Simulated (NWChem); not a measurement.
**CHClGeNO (SMILES O=C=[N][GeH][Cl]): levels of theory compared**

We compute a comparison of 4 runs (UHF/STO-3G, UHF/3-21G, UB3LYP/6-31G*) of CHClGeNO. 

Program for the calculation: NWChem 7.3.0.

70 further runs of the same task are left out: 70 set aside as unsound or not needed.

### Step 1. Starting point

CHClGeNO: 6 atoms, total charge 0, spin state doublet. As SMILES, `O=C=[N][GeH][Cl]`. The Ge4–Cl5 distance was set to 3.235 Å, away from the relaxed value. At this shape a bond of the SMILES string is far longer than usual.

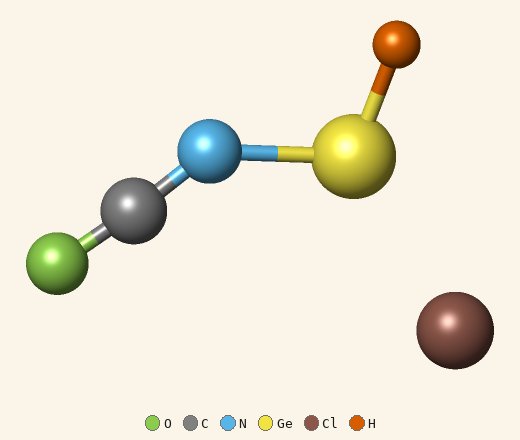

The structure, seen from a chosen angle (oxygen green, carbon grey, nitrogen blue, germanium yellow, chlorine brown, hydrogen orange).

### Step 2. A single-point energy at UHF/STO-3G (run 1)

Input file input.nw:

```
echo
START input
TITLE "CHClGeNO"
memory stack 880 mb heap 220 mb global 1100 mb
GEOMETRY units angstroms noautosym nocenter noautoz
O     -1.026013    -1.571549    -2.485953
C     -1.293013    -0.974449    -1.525553
N     -1.625313    -0.408749    -0.513853
Ge    -1.203413     1.112851     0.410247
Cl     1.946900     0.976200     1.132800
H     -2.007813     1.029451     1.731847
END
BASIS "ao basis" spherical bse
* library STO-3G
END
SCF
nopen 1
uhf
thresh 1e-08
maxiter 80
END
TASK scf energy
```

Started as:

```console
$ nwchem input.nw > input.out
```

Log:

```text
[...]
  functions       =    43
[...]
  wavefunction    = UHF
[...]
         Total SCF energy =  -2671.813354854797
      One electron energy =  -4402.603584505603
      Two electron energy =   1397.773420861727
 Nuclear repulsion energy =    333.016808789079
                       Sz =      0.5000
                 Sz(Sz+1) =      0.7500
                      S^2 =      0.9785
[...]
```

Wall time 13 s (1 thread of Intel Xeon 6975P-C (Granite Rapids), shared host); peak memory 0.099 GiB.

### Step 3. A single-point energy at UHF/3-21G (run 2)

Input file chclgeno.nw:

```
start chclgeno
title "CHClGeNO energy"
memory total 2200 mb
geometry units bohr noautosym nocenter noautoz
  O     -1.93888357    -2.96979720    -4.69777033
  C     -2.44344045    -1.84144173    -2.88287736
  N     -3.07139644    -0.77242366    -0.97104144
  Ge    -2.27412098     2.10298361     0.77525447
  Cl     3.67910779     1.84475064     2.14068175
  H     -3.79421668     1.94538045     3.27271652
end
basis "ao basis" spherical bse
  * library 3-21G
end
scf
  nopen 1
  uhf
  thresh 1e-08
  maxiter 80
end
task scf
```

Started as:

```console
$ nwchem chclgeno.nw > chclgeno.out
```

Log:

```text
[...]
  functions       =    64
[...]
  wavefunction    = UHF
[...]
         Total SCF energy =  -2689.452771769486
      One electron energy =  -4406.391066241787
      Two electron energy =   1383.921509578093
 Nuclear repulsion energy =    333.016784894208
                       Sz =      0.5000
                 Sz(Sz+1) =      0.7500
                      S^2 =      0.9394
[...]
```

It took 18 s on 1 thread of Intel Xeon 6975P-C (Granite Rapids), shared host; peak memory 0.097 GiB.

### Step 4. The energy at UB3LYP/6-31G(d) (spherical functions) (run 3)

Input file run.py:

```python
from ase import Atoms
from ase.calculators.nwchem import NWChem

atoms = Atoms(['O', 'C', 'N', 'Ge', 'Cl', 'H'], positions=[
    [-1.026013, -1.571549, -2.485953],
    [-1.293013, -0.974449, -1.525553],
    [-1.625313, -0.408749, -0.513853],
    [-1.203413, 1.112851, 0.410247],
    [1.946900, 0.976200, 1.132800],
    [-2.007813, 1.029451, 1.731847],
])

calc = NWChem(
    label='chclgeno',
    theory='dft',
    memory='2200 mb',
    basis='6-31G*',
    basispar='spherical bse',
    dft={'xc': 'b3lyp', 'mult': '2', 'grid': 'fine', 'convergence': 'energy 1e-08', 'iterations': '100', 'mulliken': None},
    task='energy',
)
atoms.calc = calc

print(f"energy = {atoms.get_potential_energy():.6f} eV")
```

Started as:

```console
$ export ASE_NWCHEM_COMMAND="nwchem PREFIX.nwi > PREFIX.nwo"
$ python run.py
```

Log:

```text
energy = -73623.020732 eV
```

The calculator wrote chclgeno.nwi:

```
title "chclgeno"

permanent_dir chclgeno

scratch_dir chclgeno

start chclgeno

geometry units angstrom nocenter noautosym noautoz
  O  -1.0260130000000001e+00 -1.5715490000000001e+00 -2.4859529999999999e+00
  C  -1.2930130000000000e+00 -9.7444900000000001e-01 -1.5255529999999999e+00
  N  -1.6253130000000000e+00 -4.0874899999999997e-01 -5.1385300000000000e-01
  Ge -1.2034130000000001e+00 1.1128510000000000e+00 4.1024699999999997e-01
  Cl 1.9469000000000001e+00 9.7619999999999996e-01 1.1328000000000000e+00
  H  -2.0078130000000001e+00 1.0294509999999999e+00 1.7318469999999999e+00
end

memory 2200 mb

basis spherical bse noprint
   * library 6-31G*
end

dft
  xc b3lyp
  mult 2
  grid fine
  convergence energy 1e-08
  iterations 100
  mulliken
end

task dft energy
```

chclgeno.nwo:

```text
Northwest Computational Chemistry Package (NWChem) 7.3.0
             --------------------------------------------------------

           Job information
           ---------------

    nwchem branch   = 7.3.0
    use scalapack   = T
    input           = chclgeno.nwi
    prefix          = chclgeno.
    data base       = chclgeno/chclgeno.db
    status          = startup
    nproc           =        1

           Memory information
           ------------------

    heap     =     72089598 doubles =      550.0 Mbytes
    stack    =     72089595 doubles =      550.0 Mbytes
    global   =    144179200 doubles =     1100.0 Mbytes (distinct from heap & stack)
    total    =    288358393 doubles =     2200.0 Mbytes
    verify   = yes
    hardfail = no

           Directory information
           ---------------------

  0 permanent = chclgeno
  0 scratch   = chclgeno

                                NWChem Input Module
                                -------------------

                                     chclgeno
                                     --------

[... 29 lines left out ...]
            Nuclear Dipole moment (a.u.)
[... 61 lines left out ...]
  convergence criterion.
[... 16 lines left out ...]
          Convergence on density requested:  1.00D-05
[... 26 lines left out ...]
          Spatial weights used:  Erf1
[... 3 lines left out ...]
          Convergence aids based upon iterative change in
[... 84 lines left out ...]
         Total DFT energy =    -2705.596130451866
[... 1 line left out ...]
           Coulomb energy =     1510.098487849861
[... 1 line left out ...]
 Nuclear repulsion energy =      333.016808789078
[... 668 lines left out ...]
                     DFT Final Beta Molecular Orbital Analysis
[... 750 lines left out ...]
   alpha     81     82     83     84     85     86     87     88     89     90
    beta     81     82     83     84     85     86     87     88     89     90
 overlap   1.000  1.000  1.000  1.000  1.000  0.999  1.000  0.999  0.999  0.998

   alpha     91     92     93     94
    beta     91     92     93     94
 overlap   0.991  0.990  0.999  1.000

     --------------------------
     Expectation value of S2:
     --------------------------
      <S2> =      0.7759 (Exact =     0.7500)

 center of mass
 --------------
 x =  -0.96525958 y =   0.93162549 z =   0.07986543

 moments of inertia (a.u.)
 ------------------
        1188.447572472829        -192.278210735493        -416.258563199524
        -192.278210735493        1672.910599703163        -551.084490002727
        -416.258563199524        -551.084490002727        1500.503371764358

     Multipole analysis of the density
     ---------------------------------

     L   x y z        total         alpha         beta         nuclear
     -   - - -        -----         -----         ----         -------
     0   0 0 0     -0.000000    -36.000000    -35.000000     71.000000

     1   1 0 0     -1.873435     31.646009     32.173293    -65.692737
[... 8 lines of this table left out ...]
     2   0 0 2    -36.464747   -191.398572   -185.930946    340.864771

 Task  times  cpu:      172.4s     wall:      172.4s
 Total times  cpu:      172.4s     wall:      172.4s
```

It took 2.9 min on 1 thread of Intel Xeon 6975P-C (Granite Rapids), shared host; peak memory 0.12 GiB.

### Step 5. A single-point energy at UB3LYP/6-31G(d) (Cartesian functions) (run 4)

Input file input.xyz:

```xyz
6

O     -1.026013    -1.571549    -2.485953
C     -1.293013    -0.974449    -1.525553
N     -1.625313    -0.408749    -0.513853
Ge    -1.203413     1.112851     0.410247
Cl     1.946900     0.976200     1.132800
H     -2.007813     1.029451     1.731847
```

Input file run.py:

```python
from ase.io import read
from ase.calculators.nwchem import NWChem

molecule = read('input.xyz')

calc = NWChem(
    label='input',
    theory='dft',
    memory='2200 mb',
    basis='6-31G*',
    dft={'xc': 'b3lyp', 'mult': '2', 'grid': 'fine', 'convergence': 'energy 1e-08', 'iterations': '100', 'mulliken': None},
    task='energy',
)
molecule.calc = calc

print("Total energy (eV):", round(molecule.get_potential_energy(), 6))
```

Started as:

```console
$ export ASE_NWCHEM_COMMAND="nwchem PREFIX.nwi > PREFIX.nwo"
$ python run.py
```

Log:

```text
Total energy (eV): -73623.350332
```

The calculator wrote input.nwi:

```
title "input"

permanent_dir input

scratch_dir input

start input

geometry units angstrom nocenter noautosym noautoz
  O  -1.0260130000000001e+00 -1.5715490000000001e+00 -2.4859529999999999e+00
  C  -1.2930130000000000e+00 -9.7444900000000001e-01 -1.5255529999999999e+00
  N  -1.6253130000000000e+00 -4.0874899999999997e-01 -5.1385300000000000e-01
  Ge -1.2034130000000001e+00 1.1128510000000000e+00 4.1024699999999997e-01
  Cl 1.9469000000000001e+00 9.7619999999999996e-01 1.1328000000000000e+00
  H  -2.0078130000000001e+00 1.0294509999999999e+00 1.7318469999999999e+00
end

memory 2200 mb

basis noprint
   * library 6-31G*
end

dft
  xc b3lyp
  mult 2
  grid fine
  convergence energy 1e-08
  iterations 100
  mulliken
end

task dft energy
```

input.nwo:

```text
Northwest Computational Chemistry Package (NWChem) 7.3.0
             --------------------------------------------------------

           Job information
           ---------------

    nwchem branch   = 7.3.0
    use scalapack   = T
    input           = input.nwi
    prefix          = input.
    data base       = input/input.db
    status          = startup
    nproc           =        1

           Memory information
           ------------------

    heap     =     72089598 doubles =      550.0 Mbytes
    stack    =     72089595 doubles =      550.0 Mbytes
    global   =    144179200 doubles =     1100.0 Mbytes (distinct from heap & stack)
    total    =    288358393 doubles =     2200.0 Mbytes
    verify   = yes
    hardfail = no

           Directory information
           ---------------------

  0 permanent = input
  0 scratch   = input

                                NWChem Input Module
                                -------------------

                                       input
                                       -----

[... 29 lines left out ...]
            Nuclear Dipole moment (a.u.)
[... 61 lines left out ...]
  convergence criterion.
[... 16 lines left out ...]
          Convergence on density requested:  1.00D-05
[... 26 lines left out ...]
          Spatial weights used:  Erf1
[... 3 lines left out ...]
          Convergence aids based upon iterative change in
[... 84 lines left out ...]
         Total DFT energy =    -2705.608243042786
[... 1 line left out ...]
           Coulomb energy =     1510.001810384019
[... 1 line left out ...]
 Nuclear repulsion energy =      333.016808789078
[... 714 lines left out ...]
                     DFT Final Beta Molecular Orbital Analysis
[... 801 lines left out ...]
   alpha     91     92     93     94     95     96     97     98     99    100
    beta     91     92     93     94     95     96     97     98     99    100
 overlap   1.000  0.993  0.992  0.999  1.000  1.000  1.000  1.000  1.000  1.000

   alpha    101
    beta    101
 overlap   1.000

     --------------------------
     Expectation value of S2:
     --------------------------
      <S2> =      0.7755 (Exact =     0.7500)

 center of mass
 --------------
 x =  -0.96525958 y =   0.93162549 z =   0.07986543

 moments of inertia (a.u.)
 ------------------
        1188.447572472829        -192.278210735493        -416.258563199524
        -192.278210735493        1672.910599703163        -551.084490002727
        -416.258563199524        -551.084490002727        1500.503371764358

     Multipole analysis of the density
     ---------------------------------

     L   x y z        total         alpha         beta         nuclear
     -   - - -        -----         -----         ----         -------
     0   0 0 0     -0.000000    -36.000000    -35.000000     71.000000

     1   1 0 0     -1.878159     31.647174     32.167404    -65.692737
[... 8 lines of this table left out ...]
     2   0 0 2    -36.544285   -191.438356   -185.970700    340.864771

 Task  times  cpu:      160.0s     wall:      160.0s
 Total times  cpu:      160.0s     wall:      160.0s
```

Wall time 2.7 min (1 thread of Intel Xeon 6975P-C (Granite Rapids), shared host); peak memory 0.11 GiB.

### Step 6. Overview of the runs

```tsv
run	level	iteration cap	module	energy (Eh)	dipole moment (D)	HOMO energy (eV)	LUMO energy (eV)	wall time
1	UHF/STO-3G	80	scf	-2671.813355	2.32	-6.60	1.49	13 s
2	UHF/3-21G	80	scf	-2689.452772	3.05	-9.34	-1.73	18 s
3	UB3LYP/6-31G* (spherical functions)	100	dft	-2705.596130	4.86	-7.45	-5.54	2.9 min
4	UB3LYP/6-31G* (Cartesian functions)	100	dft	-2705.608243	4.87	-7.45	-5.54	2.7 min
```

### Step 7. What came out

| quantity | value |
| --- | --- |
| run 4: total energy | -2705.60824 Eh |
| run 4: dipole moment | 4.87 D |
| run 4: HOMO energy (highest over α and β) | -7.45 eV |
| run 4: LUMO energy (lowest over α and β) | -5.54 eV |
| run 4: ⟨S²⟩ | 0.775 |

What this shows: The dipole moment (its size) runs from 2.32 D (UHF/STO-3G) to 4.87 D (UB3LYP/6-31G*). The two ends differ in method and basis. In run 1 the basis is minimal, so the values are rough. Spin contamination of the reference: run 1 ⟨S²⟩ = 0.98, run 2 ⟨S²⟩ = 0.94. All runs together took 6.1 min, the longest 2.9 min.
